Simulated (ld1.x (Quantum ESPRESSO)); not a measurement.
```
Element                 : C (Z = 6)
Generator               : ld1.x (Quantum ESPRESSO) 7.5
Type                    : norm-conserving Troullier–Martins (Kleinman–Bylander form)
Functional              : Wu–Cohen
Relativity              : non-relativistic
Frozen core             : [He]
Valence charge          : 4
Reference configuration : 2s2 2p2
Partial waves           : 2p (bound): rc 3.10 bohr; 2s (bound): rc 0.90 bohr
Local potential         : the s channel
Core correction         : none
```

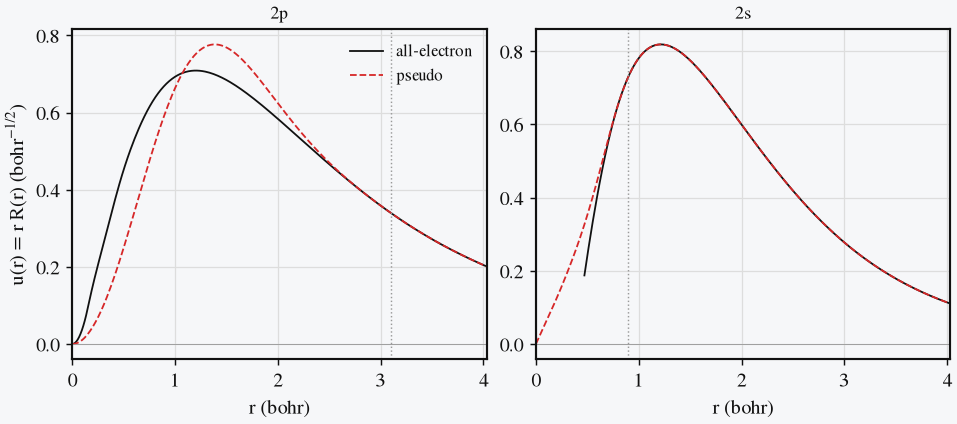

Pseudo-waves (dashed) against the all-electron radial functions (solid). Dotted lines mark the matching radii. The all-electron curves start outside the innermost oscillations, which aren't drawn.

Pseudo-waves: 2p has no node; 2s has no node.

- Cutoffs needed: 40 Ry and 110 Ry (the cutoffs, on a coarse ladder, from which the occupation-weighted sum of valence levels, in a spherical-Bessel basis at the reference potential, stays within 10 and 1 mRy of its value at 400 Ry)
- Ghost test: no ghost state below the valence levels in the p, s, d, f channels (spherical-Bessel basis up to 400 Ry, 20 bohr box)
- Largest excitation error: +2325 meV (all-electron minus pseudo) for 2s1 2p0, out of 7 test configurations
